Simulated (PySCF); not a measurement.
TiSe (triplet)

```yaml
atoms:
  - { symbol: Ti, position_ang: [0.0000, 0.0000, -1.3800] }
  - { symbol: Se, position_ang: [0.0000, 0.0000, 0.8280] }
```

⟨S²⟩ = 2.07, above the pure value of 2.00.

Theory: PySCF, PBE0/x2c-TZVPPall, spin-free X2C-1e, Gaussian nucleus, at a bond length of 2.208 Å.

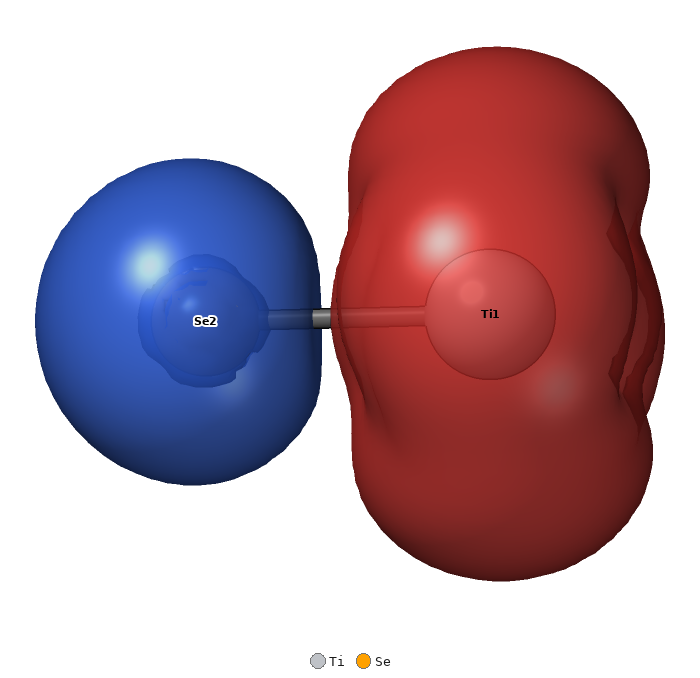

Figure 1. Isosurfaces of the spin density (α minus β) at +0.015 (red) and −0.015 e/Å³ (blue), seen from one side.

### Where is the unpaired spin?

The unpaired spin (2 electrons) lies mostly on Ti1 (about 2.2), in electrons by Hirshfeld's partition, with opposite, polarisation-induced spin on Se2.

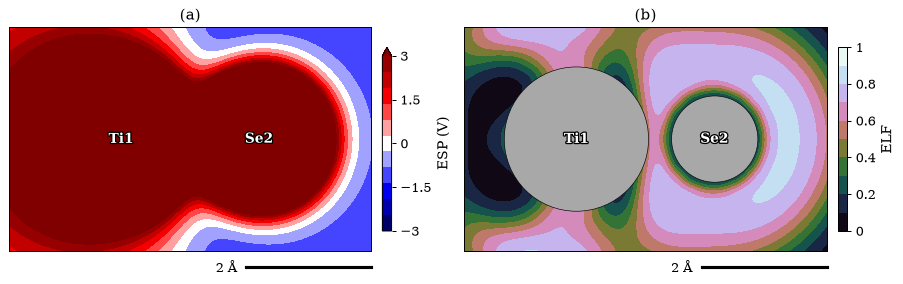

Figure 2. (a) molecular electrostatic potential; (b) electron localisation function on a plane that holds the molecular axis. Grey discs cover the atomic cores in the ELF map.

### Describe what can be read from this map.

- The plane passes through Ti and Se nuclei.
- Ti–Se (2.21 Å): the ELF peaks at about 0.65 in the valence shell of Se, 1.0 Å from its nucleus, and is about 0.50 at the midpoint.
- Outside the dense part of the molecule the potential is most negative (−1.1 V) near Se2.

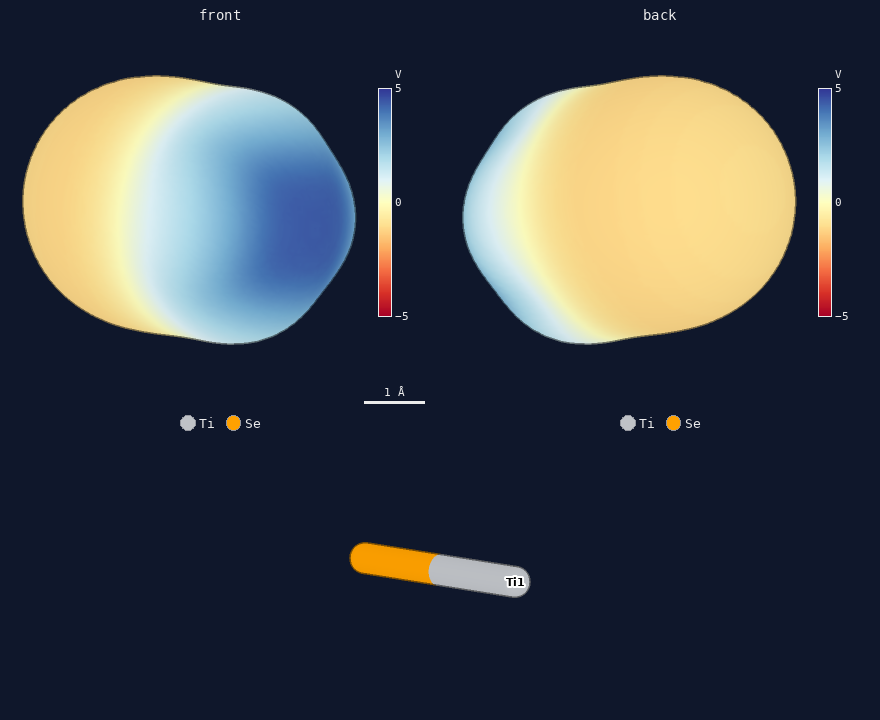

Figure 3. The molecular electrostatic potential painted on the density surface at 0.002 e/bohr³, seen from the front and from behind; the colour scale runs from red (negative) to blue (positive). The bare structure is drawn below in the same view.

### Where is the surface potential most negative and most positive?

The most negative region (about −1.2 V) lies over Se2, the most positive (about +4.4 V) over Ti1.
